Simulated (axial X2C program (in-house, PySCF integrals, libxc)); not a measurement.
## Run report: ScLi⁻, relativistic diatomic calculation

- system: ScLi⁻, single determinant with M_S = 3/2 and |Λ| = 0.
- method: PBE0, spin-free X2C-1e, Sc dyall-acv3z, Li dyall-av3z (cores contracted) (axial X2C program (in-house, PySCF integrals, libxc))

Output:
```
spin-free X2C-1e  PBE0
basis functions 191  fitting functions 941  grid points 5085
iter        total energy     max residual
   1       -771.267257050     8.64e-01
   2       -771.502786041     5.28e-02
   3       -771.510521403     1.83e-02
   4       -771.512541338     2.44e-02
   5       -771.513268093     1.96e-03
   6       -771.513284448     2.82e-03
   7       -771.513313814     3.47e-04
   8       -771.513316369     2.97e-04
   9       -771.513319028     1.93e-04
  10       -771.513319847     1.49e-04
  11       -771.513320355     4.73e-05
  12       -771.513320453     2.81e-05
  13       -771.513320484     2.23e-05
  14       -771.513320493     9.26e-06
converged
one-electron -1083.24261671  Coulomb 340.98110917  exact exchange -10.04934307  xc functional -30.98273995  nuclear repulsion 11.78027007
```

The points of the curve:

```
R (Å)  E (hartree)  dipole (D; origin at the first atom, positive when the second is positive)  highest filled (eV)  lowest empty (eV)
2.575  −771.511344                                                                       −5.64                 0.42               1.16
2.660  −771.512519                                                                       −5.93                 0.39               1.18
2.745  −771.513145                                                                       −6.22                 0.36               1.19
2.830  −771.513320                                                                       −6.51                 0.33               1.20
2.929  −771.513068                                                                       −6.86                 0.34               1.22
3.028  −771.512431                                                                       −7.20                 0.39               1.22
3.155  −771.511202                                                                       −7.61                 0.44               1.23
```

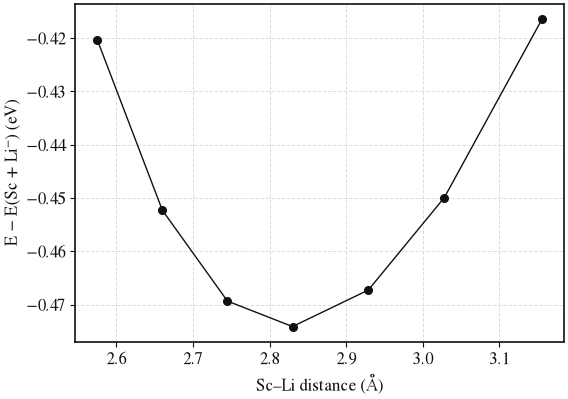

*Energy at 7 bond lengths, for one set of occupations held fixed; the line joins the points.*

A polynomial of degree 5 through 7 points gives rₑ = 2.825 Å, ωₑ = 250.0 cm⁻¹, ωₑxₑ = 2.1 cm⁻¹ and Bₑ = 0.3480 cm⁻¹. The minimum lies 0.47 eV below Sc + Li⁻, each computed as one determinant at the same level.

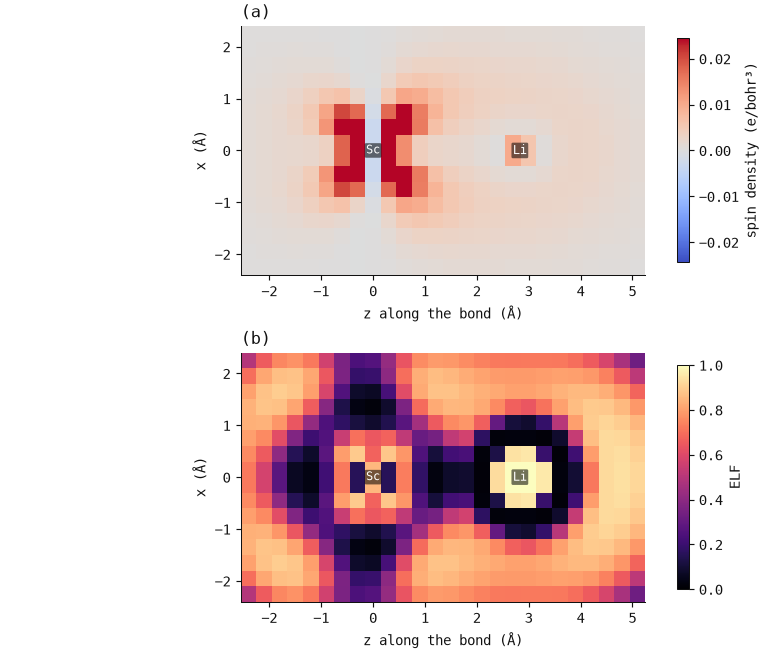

*(a) spin density; (b) electron localisation function, in a plane that holds the axis, at 2.83 Å, on points 0.3 Å apart (one half computed, the other mirrored); the structure near the nuclei is finer than these points.*

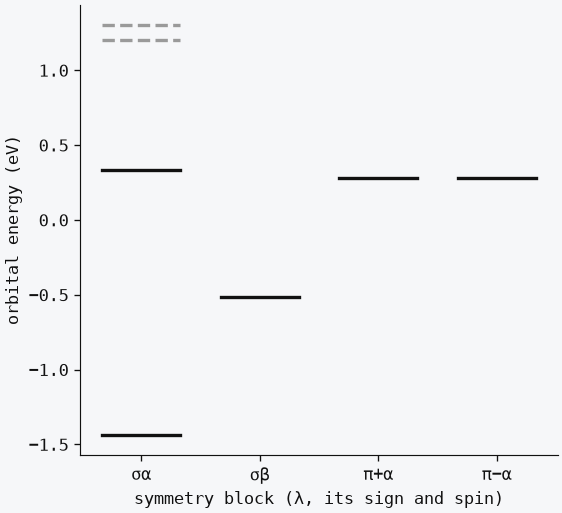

*Orbital energies near the frontier at 2.83 Å, filled (solid) and empty (dashed); a label such as π−α means λ = −1 and α spin.*

The highest filled orbital (σα; 44 % Sc p, 25 % Li p) lies at 0.33 eV, the lowest empty one (σα; 56 % Li p, 25 % Sc p) at 1.20 eV. A filled level above zero is held only by the finite basis .

Input:
```
{"zs": [21, 3], "q": -1, "bas": ["dyall-acv3z", "dyall-av3z"], "levels": ["PBE0", "HF", "BP86"], "cc": true, "r0": 2.81, "thr": -2.0, "nmax": 90, "npts": 10, "nst": 2, "ntry": 6}
```

The line is the task of a batch: nuclear charges, charge, bases, the levels to run, a first guess of the distance and further settings. This report covers PBE0 without spin-orbit coupling. The log is that of the reference distance 2.83 Å.

Launched within a batch (the task file carries these settings):
```bash
python <driver script> task.json out
```

Summary:

```
                    quantity                                                                 value
                     outcome                             converged; a filled level lies above zero
              bond length rₑ                                                               2.825 Å
                          ωₑ                                                            250.0 cm⁻¹
       energy at the minimum                                                    −771.51332 hartree
   depth below the fragments                                                               0.47 eV
largest ⟨S²⟩ along the curve                                                                  3.77
                    hardware  1 thread of Arm Neoverse V2, 24 GiB of memory available, shared host
                   wall time                                                                 6.1 s
                 peak memory                                                              0.83 GiB
```

Notes:

The highest filled level (PBE0, up to 0.44 eV) lies above zero. That is common for anions, where the functional's self-interaction leaves the outer electrons unbound; only the finite basis holds them, so such levels depend on it. Caveats: 7 of the 10 points asked for were kept.
